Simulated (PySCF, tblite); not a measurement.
# C₃H₆F₂O: dynamics, then NMR shifts on frames, part 2 of 2

tblite 0.8.0 and PySCF 2.14.0. Atoms count from 0. Earlier steps stand in the parts before.

### 5 NMR shieldings: 625 fs, PBE0/pcSseg-1

Job settings and geometry (Å):

```
{"job": {"kind": "nmr", "xc": "PBE0", "basis": "pcSseg-1", "pop": false}, "charge": 0, "multiplicity": 1}
C     -2.278400     0.182000     1.190800
O     -1.151900     0.692200     0.513700
C     -0.237500    -0.262600     0.218300
C      0.695300     0.044600    -0.906200
F      0.449300    -0.545500     1.369800
F     -0.775400    -1.452300    -0.037200
H     -2.774400    -0.560900     0.604400
H     -2.991100     1.035200     1.236600
H     -2.071700    -0.200600     2.157300
H      1.421700    -0.688800    -1.062000
H      0.076800     0.155700    -1.841600
H      1.134300     1.030900    -0.528400
```

With the program's defaults for keys left out, this is: GIAO PBE0/pcSseg-1 NMR shielding, non-relativistic, gas phase.

What it wrote:

```text
coarse grid: 10240 points
cycle   1  E = -392.2076083755  dE =  8.659e-01  |g| = 8.546e-01  |ddm| = 2.823e+00
cycle   2  E = -392.1186536046  dE =  8.895e-02  |g| = 1.168e+00  |ddm| = 1.007e+00
cycle   3  E = -392.3288499427  dE = -2.102e-01  |g| = 6.003e-02  |ddm| = 5.894e-01
cycle   4  E = -392.3294425110  dE = -5.926e-04  |g| = 2.877e-02  |ddm| = 5.498e-02
cycle   5  E = -392.3296199536  dE = -1.774e-04  |g| = 5.634e-03  |ddm| = 2.169e-02
cycle   6  E = -392.3296247576  dE = -4.804e-06  |g| = 2.202e-03  |ddm| = 4.414e-03
final grid: 100272 points
cycle   7  E = -392.3881380259  dE = -3.505e-05  |g| = 1.069e-02  |ddm| = 1.988e-02
cycle   8  E = -392.3881216454  dE =  1.638e-05  |g| = 1.475e-02  |ddm| = 1.337e-02
cycle   9  E = -392.3881576485  dE = -3.600e-05  |g| = 8.898e-04  |ddm| = 7.897e-03
cycle  10  E = -392.3881578079  dE = -1.595e-07  |g| = 2.318e-04  |ddm| = 7.430e-04
cycle  11  E = -392.3881578160  dE = -8.093e-09  |g| = 8.885e-05  |ddm| = 1.668e-04
cycle  12  E = -392.3881578171  dE = -1.039e-09  |g| = 1.874e-05  |ddm| = 4.939e-05
cycle  13  E = -392.3881578171  dE = -6.560e-11  |g| = 4.312e-06  |ddm| = 1.580e-05
converged SCF energy = -392.3881578171

GIAO shielding tensors (ppm)
atom      isotropic    diamagn.    paramagn.     s11        s22        s33       span
  0 C      138.108     241.396    -103.289    110.884    115.848    187.592     76.708
  1 O      249.852     398.247    -148.394    188.334    242.695    318.527    130.193
  2 C       58.213     242.820    -184.607     46.154     61.111     67.373     21.220
  3 C      159.261     248.595     -89.334    142.727    151.836    183.220     40.493
  4 F      261.952     477.702    -215.750    140.326    286.777    358.752    218.426
  5 F      272.970     476.349    -203.379    190.748    308.686    319.475    128.727
  6 H       28.426      29.237      -0.810     23.794     27.000     34.484     10.690
  7 H       27.725      26.724       1.001     23.467     25.604     34.103     10.636
  8 H       28.703      28.601       0.103     24.308     26.443     35.358     11.050
  9 H       30.612      30.264       0.349     27.079     28.611     36.147      9.068
 10 H       29.159      28.372       0.787     25.490     27.381     34.605      9.115
 11 H       28.691      27.919       0.772     24.716     27.247     34.111      9.395
```

Run time: 7.3 s. Hardware: 1 thread of Intel Xeon 6975P-C, shared host; peak memory 0.64 GiB.

This run: δ C2 128.7, C0 48.8, C3 27.7, O1 86.2, H7 3.99, H6 3.29 ppm.

### 6 NMR shieldings: 800 fs, PBE0/pcSseg-1

Job settings and geometry (Å):

```
{"job": {"kind": "nmr", "xc": "PBE0", "basis": "pcSseg-1", "pop": false}, "charge": 0, "multiplicity": 1}
C     -2.071300     0.376800     1.256600
O     -1.117800     0.736100     0.285100
C     -0.305600    -0.314100     0.022100
C      0.843600     0.160500    -0.804100
F      0.249600    -0.812200     1.146600
F     -0.977200    -1.303300    -0.675600
H     -2.938200    -0.105500     0.876900
H     -2.369900     1.358200     1.744700
H     -1.542800    -0.204400     2.057400
H      1.634300    -0.580900    -0.866100
H      0.459600     0.279100    -1.780200
H      1.295900     1.097500    -0.400700
```

With the program's defaults for keys left out, this is: GIAO PBE0/pcSseg-1 NMR shielding, non-relativistic, gas phase.

What it wrote:

```text
coarse grid: 10240 points
cycle   1  E = -392.2062596064  dE =  8.206e-01  |g| = 8.578e-01  |ddm| = 2.825e+00
cycle   2  E = -392.1089274461  dE =  9.733e-02  |g| = 1.188e+00  |ddm| = 1.009e+00
cycle   3  E = -392.3306826248  dE = -2.218e-01  |g| = 6.357e-02  |ddm| = 5.965e-01
cycle   4  E = -392.3313610397  dE = -6.784e-04  |g| = 2.951e-02  |ddm| = 5.670e-02
cycle   5  E = -392.3315491674  dE = -1.881e-04  |g| = 5.064e-03  |ddm| = 2.124e-02
cycle   6  E = -392.3315529615  dE = -3.794e-06  |g| = 2.275e-03  |ddm| = 4.211e-03
final grid: 100272 points
cycle   7  E = -392.3900577092  dE = -3.199e-05  |g| = 1.094e-02  |ddm| = 2.012e-02
cycle   8  E = -392.3900391104  dE =  1.860e-05  |g| = 1.537e-02  |ddm| = 1.365e-02
cycle   9  E = -392.3900782359  dE = -3.913e-05  |g| = 8.504e-04  |ddm| = 8.086e-03
cycle  10  E = -392.3900783811  dE = -1.452e-07  |g| = 2.455e-04  |ddm| = 7.233e-04
cycle  11  E = -392.3900783908  dE = -9.631e-09  |g| = 9.307e-05  |ddm| = 1.831e-04
cycle  12  E = -392.3900783919  dE = -1.162e-09  |g| = 1.738e-05  |ddm| = 4.950e-05
cycle  13  E = -392.3900783920  dE = -5.525e-11  |g| = 4.289e-06  |ddm| = 1.439e-05
converged SCF energy = -392.3900783920

GIAO shielding tensors (ppm)
atom      isotropic    diamagn.    paramagn.     s11        s22        s33       span
  0 C      136.404     243.557    -107.153    107.930    117.727    183.555     75.626
  1 O      242.797     398.204    -155.408    166.778    257.605    304.008    137.229
  2 C       56.796     244.396    -187.600     46.388     57.498     66.502     20.115
  3 C      160.187     248.460     -88.273    141.461    147.760    191.340     49.879
  4 F      275.316     476.377    -201.062    176.462    293.491    355.994    179.532
  5 F      265.266     476.160    -210.894    147.892    283.525    364.381    216.489
  6 H       28.621      28.437       0.184     24.281     26.378     35.204     10.923
  7 H       27.287      26.587       0.701     22.963     25.306     33.593     10.630
  8 H       26.659      27.868      -1.209     21.450     26.540     31.988     10.538
  9 H       29.991      29.476       0.516     26.540     27.900     35.535      8.995
 10 H       30.873      30.466       0.407     27.125     29.094     36.400      9.275
 11 H       29.379      29.135       0.245     25.489     27.575     35.074      9.585
```

Run time: 7.4 s. Hardware: 1 thread of Intel Xeon 6975P-C, shared host; peak memory 0.64 GiB.

Key values: δ C2 130.1, C0 50.5, C3 26.7, O1 93.3, H8 5.06, H7 4.43 ppm.

### 7 Nuclear shieldings: 1000 fs, PBE0/pcSseg-1

Job settings and geometry (Å):

```
{"job": {"kind": "nmr", "xc": "PBE0", "basis": "pcSseg-1", "pop": false}, "charge": 0, "multiplicity": 1}
C     -2.151300     0.259600     1.371500
O     -0.948300     0.470200     0.542900
C     -0.205200    -0.601500     0.250500
C      1.004200    -0.074600    -0.482400
F      0.209200    -1.249400     1.381100
F     -0.984000    -1.503500    -0.453700
H     -2.754100    -0.610400     1.085000
H     -2.615300     1.203400     1.225600
H     -1.971300     0.256200     2.438000
H      1.528300    -0.854300    -1.014800
H      0.726100     0.850500    -1.015800
H      1.733800     0.312400     0.255000
```

Method: GIAO PBE0/pcSseg-1 NMR shielding, non-relativistic, gas phase.

What it wrote:

```text
coarse grid: 10240 points
cycle   1  E = -392.2060035153  dE =  7.147e-01  |g| = 8.602e-01  |ddm| = 2.803e+00
cycle   2  E = -392.1053057602  dE =  1.007e-01  |g| = 1.201e+00  |ddm| = 1.021e+00
cycle   3  E = -392.3305413174  dE = -2.252e-01  |g| = 6.061e-02  |ddm| = 5.988e-01
cycle   4  E = -392.3311445792  dE = -6.033e-04  |g| = 2.950e-02  |ddm| = 5.472e-02
cycle   5  E = -392.3313363578  dE = -1.918e-04  |g| = 5.085e-03  |ddm| = 2.102e-02
cycle   6  E = -392.3313403615  dE = -4.004e-06  |g| = 2.221e-03  |ddm| = 4.271e-03
final grid: 100272 points
cycle   7  E = -392.3905792388  dE = -2.842e-05  |g| = 1.200e-02  |ddm| = 1.985e-02
cycle   8  E = -392.3905534936  dE =  2.575e-05  |g| = 1.725e-02  |ddm| = 1.478e-02
cycle   9  E = -392.3906046651  dE = -5.117e-05  |g| = 1.184e-03  |ddm| = 9.059e-03
cycle  10  E = -392.3906049451  dE = -2.800e-07  |g| = 2.631e-04  |ddm| = 9.158e-04
cycle  11  E = -392.3906049538  dE = -8.684e-09  |g| = 1.121e-04  |ddm| = 1.945e-04
cycle  12  E = -392.3906049556  dE = -1.826e-09  |g| = 1.795e-05  |ddm| = 5.946e-05
cycle  13  E = -392.3906049557  dE = -5.912e-11  |g| = 4.985e-06  |ddm| = 1.530e-05
converged SCF energy = -392.3906049557

GIAO shielding tensors (ppm)
atom      isotropic    diamagn.    paramagn.     s11        s22        s33       span
  0 C      132.580     240.753    -108.173     95.975    111.130    190.634     94.660
  1 O      224.118     399.443    -175.326    184.547    220.433    267.373     82.826
  2 C       54.993     243.155    -188.162     43.061     55.827     66.091     23.030
  3 C      159.258     249.493     -90.235    137.424    145.610    194.739     57.315
  4 F      258.878     475.994    -217.116    140.867    281.600    354.166    213.299
  5 F      266.176     475.687    -209.512    153.205    281.656    363.665    210.461
  6 H       27.530      27.148       0.382     23.198     25.868     33.525     10.327
  7 H       28.493      28.701      -0.208     24.000     26.531     34.948     10.948
  8 H       28.317      28.308       0.009     24.428     26.111     34.411      9.982
  9 H       29.914      28.813       1.101     26.145     27.570     36.026      9.881
 10 H       29.225      29.857      -0.632     25.042     28.120     34.513      9.471
 11 H       29.377      29.675      -0.298     26.057     27.606     34.469      8.412
```

Run time: 7.5 s. Hardware: 1 thread of Intel Xeon 6975P-C, shared host; peak memory 0.64 GiB.

Key values: δ C2 131.9, C0 54.3, C3 27.7, O1 112.0, H6 4.19, H8 3.40 ppm.

### 8 Comparing the runs: NMR shifts

Shifts (ppm) of some atoms, chosen among heavy atoms and hydrogens apart, with basis size and wall time:

```tsv
frame	C0	C3	H8	H10	O1	F5	F4	functions	time
250 fs	47.7	32.3	4.26	2.02	99.0	-105.1	-110.3	132	7.3 s
425 fs	51.8	28.0	3.36	1.57	96.0	-97.4	-80.7	132	6.9 s
625 fs	48.8	27.7	3.01	2.56	86.2	-102.0	-91.0	132	7.3 s
800 fs	50.5	26.7	5.06	0.84	93.3	-94.3	-104.4	132	7.4 s
1000 fs	54.3	27.7	3.40	2.49	112.0	-95.2	-87.9	132	7.5 s
```

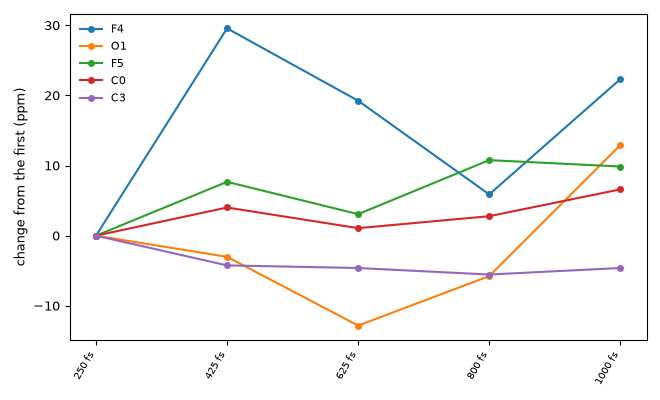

How five of the tabulated atoms move from run to run.

### 9 Outcome

What follows sums up all 2 parts.

| quantity | value |
| --- | --- |
| thermostat | 300 K |
| mean temperature, second half | 257 K |
| mean potential energy above the minimum | 0.38 eV |
| ¹³C shifts against TMS (PBE0/pcSseg-1, 250 fs) | 132.8, 47.7, 32.3 ppm |
| ¹H shifts against TMS (PBE0/pcSseg-1, 250 fs) | 4.71, 4.26, 4.09, 3.06, 2.69, 2.02 ppm |
| ¹⁷O shifts against H2O (PBE0/pcSseg-1, 250 fs) | 99.0 ppm |
| ¹⁹F shifts against CFCl3 (PBE0/pcSseg-1, 250 fs) | -105.1, -110.3 ppm |
| range of the shift of F4 | -110.3 to -80.7 ppm |

What this shows: In the second half the potential energy averages 0.38 eV above the minimum; equipartition over 30 harmonic modes at 300 K would give 0.39 eV. With 12 atoms the temperature swings widely (177 to 453 K). Shifts at one fixed geometry are not the observed spectrum, which averages over the motion. In the first frame run (250 fs): The largest span, 200 ppm, is at F4, where the paramagnetic term is -195 ppm. Across the 5 runs the shift of F4 moves most, between -110.3 (250 fs) and -80.7 ppm (425 fs).
